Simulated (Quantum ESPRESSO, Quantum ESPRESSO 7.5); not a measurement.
**Be(0001), 4 layers: vacuum convergence**

Which setting serves for Be(0001), 4 layers? The runs below step through one kind of setting.

Program: Quantum ESPRESSO 7.5. Level of theory: plane-wave DFT, PBE, SSSP efficiency pseudopotentials. Results are calculated unless marked as measured.

## 1. Starting point

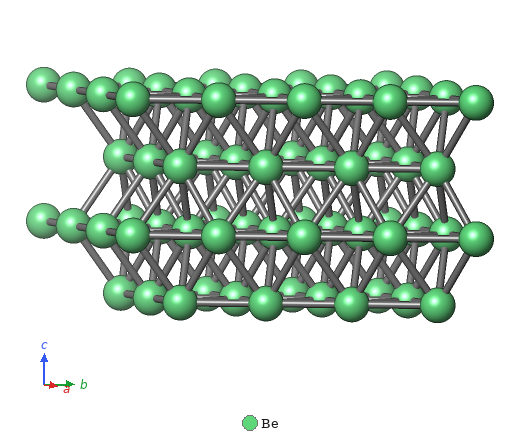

The cell as given, from the side, with the c axis up (beryllium green). 3×4×1 cells are drawn. Some periodic images of atoms are drawn too.

The cell holds 4 atoms: 4 Be. Its edges and angles: a = 2.290 Å, b = 2.290 Å, c = 29.383 Å, α = 90.0°, β = 90.0°, γ = 60.0°. It derives from Be. Vacuum lies along c.

## 2. Ground state: 24 Å of vacuum

The first run is the reference of the series.

c0.in

```
&control
  prefix = 'c0'
  outdir = './out'
  pseudo_dir = './pseudo'
  calculation = 'scf'
  tprnfor = .true.
/
&system
  ibrav = 0
  nat = 4
  ntyp = 1
  ecutwfc = 45
  ecutrho = 360
  occupations = 'smearing'
  smearing = 'mv'
  degauss = 0.02
/
&electrons
  conv_thr = 1e-07
  mixing_beta = 0.4
  electron_maxstep = 120
  mixing_mode = 'local-TF'
/
ATOMIC_SPECIES
  Be  9.0122  be_pbe_v1.4.uspp.F.UPF
CELL_PARAMETERS angstrom
  2.29000000000000 0.00000000000000 0.00000000000000
  1.14500000000000 1.98319817466636 0.00000000000000
  0.00000000000000 0.00000000000000 29.38264500000000
ATOMIC_POSITIONS crystal
  Be  0.666666666700 0.666666666700 0.408404348894
  Be  0.000000000000 0.000000000000 0.469468116298
  Be  0.666666666700 0.666666666700 0.530531883702
  Be  0.000000000000 0.000000000000 0.591595651106
K_POINTS automatic
  12 12 1 0 0 0
```

Started as:

```sh
OMP_NUM_THREADS=1 mpirun -n 4 pw.x -nk 4 -in c0.in > c0.out
```

The log of the run:

```text
Program PWSCF v.7.5 starts
[citation notice left out]

     Parallel version (MPI & OpenMP), running on       4 processor cores
     Number of MPI processes:                 4
     Threads/MPI process:                     1

     MPI processes distributed on     1 nodes
[...]
Current dimensions of program PWSCF are:
     Max number of different atomic species (ntypx) = 10
     Max number of k-points (npk) =  40000
     Max angular momentum in pseudopotentials (lmaxx) =  4
     Message from routine setup:
     using ibrav=0 with symmetry is DISCOURAGED, use correct ibrav instead

     K-points division:     npool     =       4
     Subspace diagonalization in iterative solution of the eigenvalue problem:
     a serial algorithm will be used

     G-vector sticks info
     --------------------
     sticks:   dense  smooth     PW     G-vecs:    dense   smooth      PW
     Sum         463     241     85               103625    36729    7375

     Using Slab Decomposition

     bravais-lattice index     =            0
     lattice parameter (alat)  =       4.3275  a.u.
     unit-cell volume          =     900.5111 (a.u.)^3
     number of atoms/cell      =            4
     number of atomic types    =            1
     number of electrons       =        16.00
     number of Kohn-Sham states=           12
     kinetic-energy cutoff     =      45.0000  Ry
     charge density cutoff     =     360.0000  Ry
     scf convergence threshold =      1.0E-07
     mixing beta               =       0.4000
     number of iterations used =            8  local-TF  mixing
     Exchange-correlation=  SLA  PW   PBX  PBC
                           (   1   4   3   4   0   0   0)

     celldm(1)=   4.327473  celldm(2)=   0.000000  celldm(3)=   0.000000
     celldm(4)=   0.000000  celldm(5)=   0.000000  celldm(6)=   0.000000

     crystal axes: (cart. coord. in units of alat)
               a(1) = (   1.000000   0.000000   0.000000 )
               a(2) = (   0.500000   0.866025   0.000000 )
               a(3) = (   0.000000   0.000000  12.830849 )

     reciprocal axes: (cart. coord. in units 2 pi/alat)
               b(1) = (  1.000000 -0.577350  0.000000 )
               b(2) = (  0.000000  1.154701  0.000000 )
               b(3) = (  0.000000  0.000000  0.077937 )

     PseudoPot. # 1 for Be read from file:
     ./pseudo/be_pbe_v1.4.uspp.F.UPF
     Pseudo is Ultrasoft, Zval =  4.0
     Generated by new atomic code, or converted to UPF format
     Using radial grid of  769 points,  6 beta functions with:
                l(1) =   0
                l(2) =   0
                l(3) =   0
                l(4) =   1
                l(5) =   1
                l(6) =   2
     Q(r) pseudized with 10 coefficients,  rinner =    1.000   1.000   1.000
                                                       1.000   1.000

     atomic species   valence    mass     pseudopotential
     Be                4.00     9.01220     Be( 1.00)

     12 Sym. Ops., with inversion, found ( 6 have fractional translation)

   Cartesian axes

     site n.     atom                  positions (alat units)
         1        Be     tau(   1) = (   1.0000000   0.5773503   5.2401747  )
         2        Be     tau(   2) = (   0.0000000   0.0000000   6.0236747  )
         3        Be     tau(   3) = (   1.0000000   0.5773503   6.8071747  )
         4        Be     tau(   4) = (   0.0000000   0.0000000   7.5906747  )

     number of k points=    19  Marzari-Vanderbilt smearing, width (Ry)=  0.0200
                       cart. coord. in units 2pi/alat
        k(    1) = (   0.0000000   0.0000000   0.0000000), wk =   0.0138889
        k(    2) = (   0.0000000   0.0962250   0.0000000), wk =   0.0833333
        k(    3) = (   0.0000000   0.1924501   0.0000000), wk =   0.0833333
        k(    4) = (   0.0000000   0.2886751   0.0000000), wk =   0.0833333
        k(    5) = (   0.0000000   0.3849002   0.0000000), wk =   0.0833333
        k(    6) = (   0.0000000   0.4811252   0.0000000), wk =   0.0833333
        k(    7) = (   0.0000000  -0.5773503   0.0000000), wk =   0.0416667
        k(    8) = (   0.0833333   0.1443376   0.0000000), wk =   0.0833333
        k(    9) = (   0.0833333   0.2405626   0.0000000), wk =   0.1666667
        k(   10) = (   0.0833333   0.3367877   0.0000000), wk =   0.1666667
[...]
k(   19) = (   0.3333333  -0.5773503   0.0000000), wk =   0.0277778

     Dense  grid:   103625 G-vectors     FFT dimensions: (  27,  27, 360)

     Smooth grid:    36729 G-vectors     FFT dimensions: (  24,  24, 240)

     Estimated max dynamical RAM per process >     123.27 MB

     Estimated total dynamical RAM >     417.20 MB

     Initial potential from superposition of free atoms

     starting charge      15.9994, renormalised to      16.0000

     negative rho (up, down):  5.173E-05 0.000E+00
     Starting wfcs are   20 randomized atomic wfcs

     total cpu time spent up to now is        0.8 secs

     per-process dynamical memory:    62.4 Mb

     Self-consistent Calculation

     iteration #  1     ecut=    45.00 Ry     beta= 0.40
     Davidson diagonalization with overlap
     ethr =  1.00E-02,  avg # of iterations =  3.0

     negative rho (up, down):  1.499E-06 0.000E+00

     total cpu time spent up to now is        2.1 secs

     total energy              =    -112.93680568 Ry
     estimated scf accuracy    <       0.28035150 Ry

     iteration #  2     ecut=    45.00 Ry     beta= 0.40
[...]
negative rho (up, down):  2.553E-07 0.000E+00

[...]
total energy              =    -112.89154962 Ry
     estimated scf accuracy    <       0.17644330 Ry

     iteration #  3     ecut=    45.00 Ry     beta= 0.40
[...]
negative rho (up, down):  1.198E-08 0.000E+00

[...]
total energy              =    -112.90988338 Ry
     estimated scf accuracy    <       0.01271507 Ry

     iteration #  4     ecut=    45.00 Ry     beta= 0.40
[...]
total energy              =    -112.90858152 Ry
     estimated scf accuracy    <       0.02716835 Ry

     iteration #  5     ecut=    45.00 Ry     beta= 0.40
[...]
negative rho (up, down):  2.949E-07 0.000E+00

[...]
total energy              =    -112.91026027 Ry
     estimated scf accuracy    <       0.00750845 Ry

     iteration #  6     ecut=    45.00 Ry     beta= 0.40
[...]
negative rho (up, down):  4.299E-03 0.000E+00

[...]
total energy              =    -112.90855377 Ry
     estimated scf accuracy    <       0.01206434 Ry

     iteration #  7     ecut=    45.00 Ry     beta= 0.40
[...]
negative rho (up, down):  1.001E-02 0.000E+00

[...]
total energy              =    -112.90814574 Ry
     estimated scf accuracy    <       0.00533861 Ry

     iteration #  8     ecut=    45.00 Ry     beta= 0.40
[...]
negative rho (up, down):  1.217E-02 0.000E+00

[...]
total energy              =    -112.90777080 Ry
     estimated scf accuracy    <       0.00383694 Ry

     iteration #  9     ecut=    45.00 Ry     beta= 0.40
[...]
negative rho (up, down):  7.485E-03 0.000E+00

[...]
total energy              =    -112.90737264 Ry
     estimated scf accuracy    <       0.00151550 Ry

     iteration # 10     ecut=    45.00 Ry     beta= 0.40
[...]
negative rho (up, down):  5.311E-03 0.000E+00

[...]
total energy              =    -112.90708236 Ry
     estimated scf accuracy    <       0.00078256 Ry

     iteration # 11     ecut=    45.00 Ry     beta= 0.40
[...]
negative rho (up, down):  1.522E-03 0.000E+00

[...]
total energy              =    -112.90726409 Ry
     estimated scf accuracy    <       0.00095525 Ry

     iteration # 12     ecut=    45.00 Ry     beta= 0.40
[...]
negative rho (up, down):  7.714E-04 0.000E+00

[...]
total energy              =    -112.90737524 Ry
     estimated scf accuracy    <       0.00005220 Ry

     iteration # 13     ecut=    45.00 Ry     beta= 0.40
[...]
c_bands:  1 eigenvalues not converged
     c_bands:  1 eigenvalues not converged
[...]
negative rho (up, down):  1.073E-04 0.000E+00

[...]
total energy              =    -112.90738365 Ry
     estimated scf accuracy    <       0.00000346 Ry

     iteration # 14     ecut=    45.00 Ry     beta= 0.40
[...]
c_bands:  1 eigenvalues not converged
     c_bands:  1 eigenvalues not converged
[...]
negative rho (up, down):  7.548E-05 0.000E+00

[...]
total energy              =    -112.90738411 Ry
     estimated scf accuracy    <       0.00000014 Ry

     iteration # 15     ecut=    45.00 Ry     beta= 0.40
[...]
negative rho (up, down):  6.397E-05 0.000E+00

[...]
End of self-consistent calculation

          k = 0.0000 0.0000 0.0000 (  4595 PWs)   bands (ev):

  -101.3248-101.3247-101.2549-101.2423 -12.0813 -10.6746  -8.5090  -5.1978
    -4.0627   1.6788   2.6541   3.1446

          k = 0.0000 0.0962 0.0000 (  4626 PWs)   bands (ev):

  -101.3239-101.3239-101.2539-101.2417 -11.8841 -10.4753  -8.3040  -4.9946
    -3.8144   1.8406   2.9050   3.4063

          k = 0.0000 0.1925 0.0000 (  4630 PWs)   bands (ev):

  -101.3217-101.3216-101.2512-101.2401 -11.2925  -9.8792  -7.6949  -4.3998
    -3.0718   2.2777   3.6469   4.2020

          k = 0.0000 0.2887 0.0000 (  4638 PWs)   bands (ev):

  -101.3186-101.3186-101.2475-101.2381 -10.3083  -8.8941  -6.7042  -3.4815
    -1.8455   2.6955   4.7497   5.3636

          k = 0.0000 0.3849 0.0000 (  4606 PWs)   bands (ev):

  -101.3155-101.3155-101.2435-101.2363  -8.9429  -7.5474  -5.4061  -2.5439
    -0.1854   1.9811   3.6717   5.4594

          k = 0.0000 0.4811 0.0000 (  4576 PWs)   bands (ev):

  -101.3133-101.3132-101.2403-101.2352  -7.2554  -5.9507  -4.1190  -2.8664
     0.9314   1.6442   2.0819   3.3780

[...]
the Fermi energy is    -2.1103 ev

!    total energy              =    -112.90738410 Ry
     estimated scf accuracy    <          8.5E-09 Ry
     smearing contrib. (-TS)   =      -0.00080698 Ry
     internal energy E=F+TS    =    -112.90657712 Ry

     The total energy is F=E-TS. E is the sum of the following terms:
     one-electron contribution =   -1121.03422698 Ry
     hartree contribution      =     542.04294290 Ry
     xc contribution           =     -20.19610091 Ry
     ewald contribution        =     486.28080787 Ry

     convergence has been achieved in  15 iterations

     Forces acting on atoms (cartesian axes, Ry/au):

     atom    1 type  1   force =     0.00000000    0.00000000   -0.00498223
     atom    2 type  1   force =    -0.00000000   -0.00000000    0.00454073
     atom    3 type  1   force =     0.00000000   -0.00000000   -0.00454073
     atom    4 type  1   force =    -0.00000000   -0.00000000    0.00498223

     Total force =     0.009533     Total SCF correction =     0.000180

[...]
=------------------------------------------------------------------------------=
   JOB DONE.
=------------------------------------------------------------------------------=
```

Elapsed: 21 s, on 4 MPI ranks of Arm Neoverse V1, shared host; peak memory 0.39 GiB.

This step gave:

```
free energy  : -1536.1832 eV
Fermi energy : -2.110 eV
```

The program's own clock; routines nest. Time by routine:

```tsv
routine	wall time (s)	calls
PWSCF	20.62	1
electrons	19.65	1
c_bands	8.85	15
cegterg	7.97	75
h_psi	6.94	535
fftw	6.43	6074
vloc_psi	6.06	535
mix_rho	5.56	15
ffts	3.87	1753
sum_band	2.44	15
v_of_rho	1.75	16
newd	1.06	16
fft	0.96	208
init_run	0.71	1
```

The run needed 15 iterations to bring the estimated error under 1e-07 Ry; the largest force on any atom, held or free, is 0.13 eV/Å.

## 3. Electrostatic potential

The vacuum level is read from the electrostatic potential (plot_num = 11), averaged over planes.

c0.pot.in

```
&inputpp
  prefix = 'c0'
  outdir = './out'
  filplot = 'c0.pot.dat'
  plot_num = 11
/
```

Started as:

```sh
OMP_NUM_THREADS=1 mpirun -n 4 pp.x -in c0.pot.in > c0.pot.out
```

The log of the run:

```text
[banner, memory and clock lines left out]
Program POST-PROC v.7.5 starts

          URL

     ./out/c0.save/

     IMPORTANT: XC functional enforced from input :
     Exchange-correlation= PBE
                           (   1   4   3   4   0   0   0)
     Any further DFT definition will be discarded
     Please, verify this is what you really want

     negative rho (up, down):  6.397E-05 0.000E+00

     Calling punch_plot, plot_num =  11
     Writing data to file  c0.pot.dat
     Message from routine chdens:
     namelist plot not found or invalid, exiting
```

Run time: 0.89 s. Hardware: 4 MPI ranks; peak memory 0.09 GiB.

This step gave:

* potential in the middle of the vacuum, over the Fermi level: 5.345 eV

The potential energy, planar mean oscillates, so the rows of the table below give means over windows of 2.5 Å about each position, cut where the curve ends. Its maxima inside the range that stand out by 2 % of the span (Å: eV): 12.9: -1.08, 14.7: -1.16, 16.5: -1.08. Its minima: 12.1: -7.15, 13.8: -7.42, 15.6: -7.42, 17.3: -7.15.

Electrostatic potential energy of an electron; zero at the Fermi level. The potential energy, planar mean by z; means over each step:

```tsv
z (Å)	potential energy, planar mean (eV)
0.0	5.35
2.5	5.35
5.0	5.35
7.5	5.34
10.0	4.46
12.5	-4.74
15.0	-5.17
17.5	-2.69
20.0	5.16
22.5	5.35
25.0	5.35
27.5	5.35
```

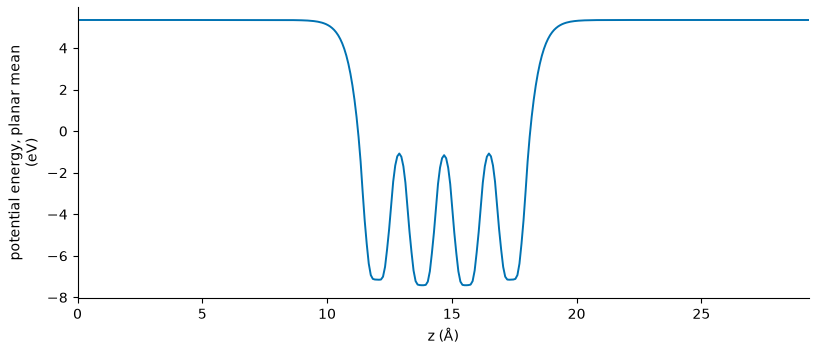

Potential energy, planar mean, plotted against z.

Inside the slab this potential holds the local part of the pseudopotentials, which can be repulsive at the nuclei; only its value in the vacuum has a meaning of its own.

## 4. SCF with pw.x: 18 Å of vacuum

c2.in

```
&control
  prefix = 'c2'
  outdir = './out'
  pseudo_dir = './pseudo'
  calculation = 'scf'
  tprnfor = .true.
/
&system
  ibrav = 0
  nat = 4
  ntyp = 1
  ecutwfc = 45
  ecutrho = 360
  occupations = 'smearing'
  smearing = 'mv'
  degauss = 0.02
/
&electrons
  conv_thr = 1e-07
  mixing_beta = 0.4
  electron_maxstep = 120
  mixing_mode = 'local-TF'
/
ATOMIC_SPECIES
  Be  9.0122  be_pbe_v1.4.uspp.F.UPF
CELL_PARAMETERS angstrom
  2.29000000000000 0.00000000000000 0.00000000000000
  1.14500000000000 1.98319817466636 0.00000000000000
  0.00000000000000 0.00000000000000 23.38264500000000
ATOMIC_POSITIONS crystal
  Be  0.666666666700 0.666666666700 0.384900852748
  Be  0.000000000000 0.000000000000 0.461633617583
  Be  0.666666666700 0.666666666700 0.538366382417
  Be  0.000000000000 0.000000000000 0.615099147252
K_POINTS automatic
  12 12 1 0 0 0
```

Started as:

```sh
OMP_NUM_THREADS=1 mpirun -n 4 pw.x -nk 4 -in c2.in > c2.out
```

The log of the run:

```text
[banner, memory and clock lines left out]
Program PWSCF v.7.5 starts
[...]
Message from routine setup:
[...]
number of electrons       =        16.00
     number of Kohn-Sham states=           12
     kinetic-energy cutoff     =      45.0000  Ry
     charge density cutoff     =     360.0000  Ry
[...]
number of k points=    19  Marzari-Vanderbilt smearing, width (Ry)=  0.0200
[...]
Dense  grid:    82497 G-vectors     FFT dimensions: (  27,  27, 270)
[...]
negative rho (up, down):  3.467E-05 0.000E+00
     Starting wfcs are   20 randomized atomic wfcs
[...]
negative rho (up, down):  4.027E-08 0.000E+00
[...]
estimated scf accuracy    <       0.28055425 Ry
[...]
estimated scf accuracy    <       0.17586674 Ry
[...]
estimated scf accuracy    <       0.01268641 Ry
[...]
estimated scf accuracy    <       0.02891512 Ry
[...]
negative rho (up, down):  4.415E-08 0.000E+00
[...]
estimated scf accuracy    <       0.00842113 Ry
[...]
negative rho (up, down):  4.948E-03 0.000E+00
[...]
estimated scf accuracy    <       0.01359932 Ry
[...]
negative rho (up, down):  8.618E-03 0.000E+00
[...]
estimated scf accuracy    <       0.00499129 Ry
[...]
negative rho (up, down):  1.063E-02 0.000E+00
[...]
estimated scf accuracy    <       0.00324415 Ry
[...]
negative rho (up, down):  2.074E-03 0.000E+00
[...]
estimated scf accuracy    <       0.00030551 Ry
[...]
negative rho (up, down):  1.301E-03 0.000E+00
[...]
estimated scf accuracy    <       0.00016960 Ry
[...]
negative rho (up, down):  9.357E-05 0.000E+00
[...]
estimated scf accuracy    <       0.00000929 Ry
[...]
negative rho (up, down):  6.497E-05 0.000E+00
[...]
estimated scf accuracy    <       0.00000065 Ry
[...]
negative rho (up, down):  4.421E-05 0.000E+00
[...]
estimated scf accuracy    <       0.00000012 Ry
[...]
negative rho (up, down):  4.328E-05 0.000E+00
[...]
the Fermi energy is    -1.2799 ev
!    total energy              =    -112.90738528 Ry
     estimated scf accuracy    <          5.8E-09 Ry
     smearing contrib. (-TS)   =      -0.00080690 Ry
     internal energy E=F+TS    =    -112.90657838 Ry
[...]
one-electron contribution =    -773.51402426 Ry
     hartree contribution      =     368.77152512 Ry
     xc contribution           =     -20.19611219 Ry
     ewald contribution        =     312.03203294 Ry
     convergence has been achieved in  14 iterations
[...]
Total force =     0.009563     Total SCF correction =     0.000170
[...]
```

Wall time 15 s (4 MPI ranks); peak memory 0.33 GiB.

Read from the output:

```
Fermi energy : -1.280 eV
```

The program's own clock; routines nest. Time by routine:

```tsv
routine	wall time (s)	calls
PWSCF	14.34	1
electrons	13.54	1
c_bands	5.69	14
cegterg	5.22	70
h_psi	4.59	389
fftw	4.31	5300
mix_rho	4.04	14
vloc_psi	4.01	389
ffts	2.78	1616
sum_band	1.76	14
v_of_rho	1.28	15
newd	0.78	15
fft	0.73	195
init_run	0.58	1
```

## 5. Electrostatic potential

c2.pot.in

```
&inputpp
  prefix = 'c2'
  outdir = './out'
  filplot = 'c2.pot.dat'
  plot_num = 11
/
```

Started as:

```sh
OMP_NUM_THREADS=1 mpirun -n 4 pp.x -in c2.pot.in > c2.pot.out
```

Elapsed: 0.83 s, on 4 MPI ranks; peak memory 0.11 GiB; 3 s of CPU time.

This step gave:

| Item | Value |
| --- | --- |
| potential in the middle of the vacuum, over the Fermi level | 5.344 eV |

Counted from each run's own zero (the Fermi level), the vacuum level differs from the first run's by -1 meV.

(Continued in part 2 of 2.)

[Logs are printed without paths, hosts, clocks, repeated set-up lines and the standing remarks that a program may print on its own settings, such as how far it seeks lower states.]

[Hosts, paths, dates, database ids (printed as entryN), source tags and the programs' standing remarks are cut or masked in the printed files.]

[Maps of the electrostatic potential energy from Ansatz leave out the sawtooth potential of an applied field or a dipole correction, so their vacuum need not be flat; planar profiles and work functions include it.]
